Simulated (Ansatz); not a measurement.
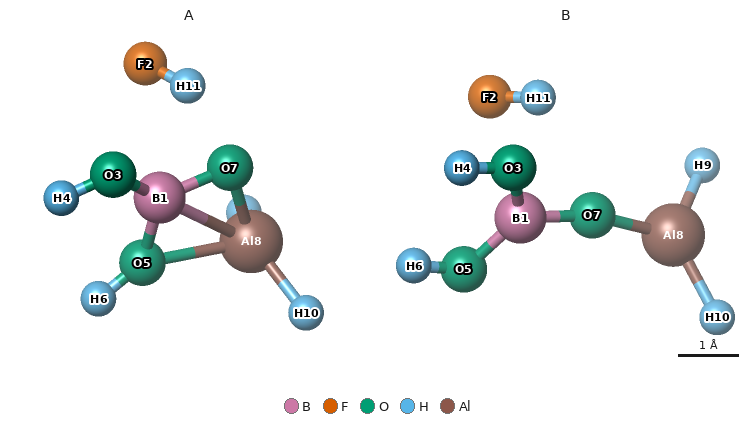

Two geometries of AlBH₅O₃F, drawn at one scale. One is the start of a relaxation, the other its converged end. Style: ball-and-stick. Shown at a tilt.

Theory: RKS PBE0-D4/def2-SVP in Ansatz 0.2.0. (no spin polarisation; force threshold 0.03 eV/Å; at most 50 steps)

> Which one is relaxed?

Structure A is the relaxed one. The run prepares an end point of a later path (reaction) calculation, from a guessed geometry. Over 27 accepted moves (28 points after the start) the energy falls by 10.8 kcal/mol. Largest force component: 0.68 eV/Å at the start, 0.016 eV/Å at the end. The line search rejected the trial step at point 9 of the run. The atom that moves furthest after the best rigid fit is H9 (1.64 Å). Largest moves by element: H 1.64 Å, O 0.97 Å, F 0.78 Å, Al 0.78 Å, B 0.48 Å. Near-neighbour distances that change, for instance: O5–Al8 3.758 → 2.022 Å, B1–Al8 3.049 → 2.385 Å, O7–Al8 1.694 → 1.830 Å, B1–O5 1.365 → 1.440 Å. New bonds form, among them: O5–Al8 (3.76 → 2.02 Å). Bond angles that change, for instance: B1–O7–Al8 165.6° → 96.4°, O3–B1–O7 115.8° → 128.0°, B1–O5–H6 114.7° → 126.3°.

Limits of the set-up: the start holds two separate molecules, 2.2 Å apart at their closest, whose relative position is a soft coordinate.
